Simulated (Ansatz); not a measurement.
# GaCl (SMILES [Cl][Ga]) at B3LYP/6-31G(d) (Cartesian functions)

Aim: the electronic atomisation energy of GaCl at B3LYP/6-31G* (Cartesian functions), from 3 runs. 

Program for the calculation: Ansatz 0.2.0.

31 further runs of the same task are left out: 31 set aside as unsound or not needed.

## Step 1: The system as given

GaCl: 2 atoms, total charge 0, spin state singlet. SMILES: `[Cl][Ga]`. Geometry: relaxed at PBE0-D4/def2-TZVP.

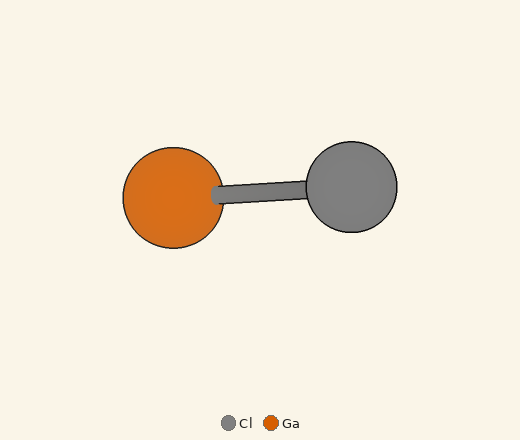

Viewed from a chosen angle; chlorine grey, gallium orange.

## Step 2: The energy at B3LYP/6-31G(d) (Cartesian functions)

in.yaml reads:

```yaml
crystal:
  periodic: [false, false, false]
  atoms:
    - {symbol: Cl, position_ang: [-0.000000, 0.000000, -0.023560]}
    - {symbol: Ga, position_ang: [0.000000, -0.000000, 2.192160]}
basis:
  gaussian:
    orbitals: "6-31G*"
total_charge: 0
hamiltonian:
  xc: {name: B3LYP}
accuracy: high
output: {orbitals: {seedname: orbitals}}
```

Command:

```
ansatz run in.yaml --threads 1 --pin off --max-ram 3480MiB --events-out events.jsonl --progress --plain --runs-dir runs
```

Log:

```text
Warning: RAYON_NUM_THREADS=1 ignored (pool sized by the plan → 1); use --threads N
Functional definition: B3LYP
  name "B3LYP"
  parameter a0 = 0.2
  parameter ax = 0.72
  parameter ac = 0.81
  exchange = (1 - a0 - ax)*slater_x + ax*b88_x + a0*exact_x
  correlation = (1 - ac)*vwn_rpa_c + ac*lyp_c
879 factors; integrals over basis functions are off by at most 4.4e-9 eV
mean field evaluation 1: about -64895.3361 eV, gradient 2.1e1 eV
mean field evaluation 2: about -64892.8945 eV, gradient 3.7e1 eV
mean field evaluation 4: about -64896.3922 eV, gradient 9.3e-1 eV
mean field evaluation 8: about -64896.4033 eV, gradient 1.2e-2 eV
mean field evaluation 16: about -64896.4033 eV, gradient 1.3e-7 eV
mean field -64896.40329675 eV, -2384.8988327934 hartree, gradient 5.8e-8 eV, S^2 0.000000; 0 other end points of the search recorded, 0 dependent functions left out
reference -64896.40332429 eV, -2384.8988338056 hartree; 24, 24 occupied and 30, 30 virtual orbitals, 879 factors
Total energy: -64896.40332429 eV, -2384.8988338056 hartree
```

It took 2.2 s on 1 thread of Arm Neoverse V2, shared host; peak memory 0.13 GiB.

## Step 3: The Cl atom

molecule.yaml reads:

```yaml
crystal:
  periodic: [false, false, false]
  atoms:
    - {symbol: Cl, position_ang: [0.000000, 0.000000, 0.000000]}
basis:
  gaussian:
    orbitals: "6-31G*"
hamiltonian:
  xc: {name: B3LYP}
magnetization:
  spin_polarized: true
  initial_magnetization: 1
accuracy: high
```

Run the same way, it converges to -460.13624 Eh (log not shown).

## Step 4: The Ga atom

run.yaml reads:

```yaml
crystal:
  periodic: [false, false, false]
  atoms:
    - symbol: Ga
      position_ang: [0.000000, 0.000000, 0.000000]
basis:
  gaussian:
    orbitals: "6-31G*"
magnetization:
  spin_polarized: true
  initial_magnetization: 1
hamiltonian:
  xc: {name: B3LYP}
accuracy: high
```

Run the same way, it converges to -1924.59261 Eh (log not shown).

## Step 5: Summary of results

Level: B3LYP/6-31G* (Cartesian functions).

```
                     quantity           value
       molecule: total energy  -2384.89883 Eh
        molecule: HOMO energy        -7.37 eV
        molecule: LUMO energy        -1.93 eV
      molecule: HOMO–LUMO gap         5.44 eV
        Cl atom: total energy   -460.13624 Eh
                Cl atom: ⟨S²⟩           0.752
        Ga atom: total energy  -1924.59261 Eh
                Ga atom: ⟨S²⟩           0.752
electronic atomisation energy        4.625 eV
```

**Reading.** Taking the molecule apart into free atoms costs 4.63 eV (107 kcal/mol), before zero-point energy and without spin-orbit coupling.
